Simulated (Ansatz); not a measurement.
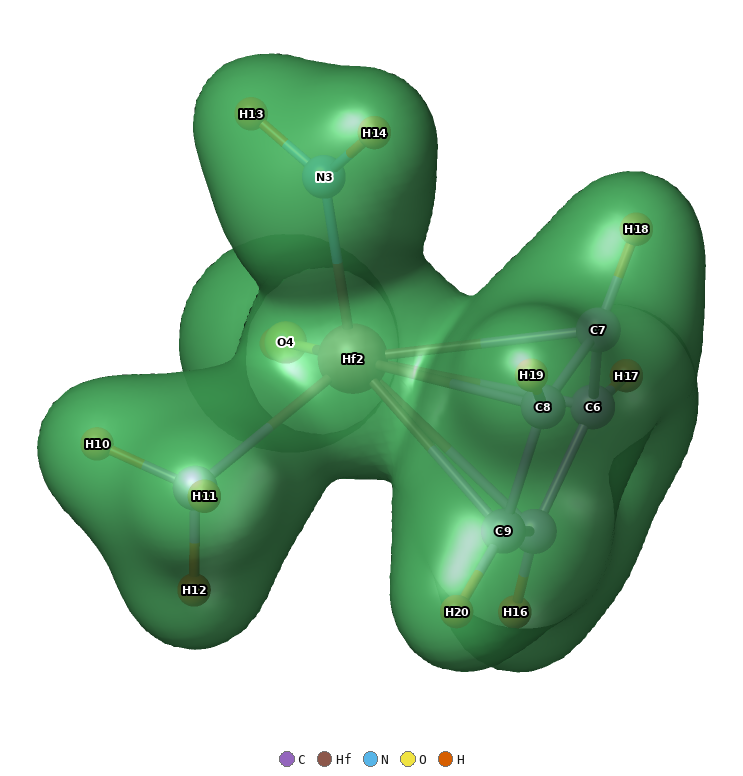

C6H11HfNO (SMILES [CH3][Hf]1234([NH2])([OH])[CH]5[CH]1[CH]2[CH]3[CH]54). Isosurface of the electron density at 0.2 e/Å³ (green), seen at a tilt.

Geometry: PBE0-D4/def2-TZVP; core potentials replace the inner electrons of Hf.

All numbers below come from Ansatz, RKS PBE0-D4/def2-TZVPP.

```yaml
atoms:
  - { symbol: C, position_ang: [1.7772, 0.3920, -1.5016] }
  - { symbol: Hf, position_ang: [-0.1514, -0.3651, -0.6272] }
  - { symbol: N, position_ang: [0.2217, -2.3462, -0.3057] }
  - { symbol: O, position_ang: [-1.3208, -0.2791, -2.1568] }
  - { symbol: C, position_ang: [-0.8238, 1.6887, 0.6679] }
  - { symbol: C, position_ang: [-1.7221, 0.6660, 1.0452] }
  - { symbol: C, position_ang: [-0.9957, -0.3039, 1.7698] }
  - { symbol: C, position_ang: [0.3482, 0.1183, 1.8369] }
  - { symbol: C, position_ang: [0.4562, 1.3480, 1.1544] }
  - { symbol: H, position_ang: [1.9872, -0.1737, -2.4180] }
  - { symbol: H, position_ang: [2.6400, 0.2659, -0.8398] }
  - { symbol: H, position_ang: [1.7284, 1.4511, -1.7809] }
  - { symbol: H, position_ang: [0.1654, -3.0241, -1.0545] }
  - { symbol: H, position_ang: [0.4563, -2.8302, 0.5468] }
  - { symbol: H, position_ang: [-2.0408, -0.0917, -2.7491] }
  - { symbol: H, position_ang: [-1.0702, 2.5685, 0.0904] }
  - { symbol: H, position_ang: [-2.7769, 0.6280, 0.8141] }
  - { symbol: H, position_ang: [-1.3981, -1.2175, 2.1813] }
  - { symbol: H, position_ang: [1.1596, -0.4168, 2.3088] }
  - { symbol: H, position_ang: [1.3597, 1.9218, 1.0181] }
```

Q: Which contacts does the surface bridge?

A: At this value the surface is in one piece. It bridges the sampled C–C (1.41 Å), Hf–O (1.93 Å), Hf–N (2.04 Å) and C–Hf (2.25 Å) contacts, where the density stays above the isovalue. On the grid the lowest density along these lines, outside the cores, is 2 e/Å³ (C–C, 1.41 Å), 0.84 e/Å³ (Hf–O, 1.93 Å), 0.8 e/Å³ (Hf–N, 2.04 Å) and 0.65 e/Å³ (C–Hf, 2.25 Å).
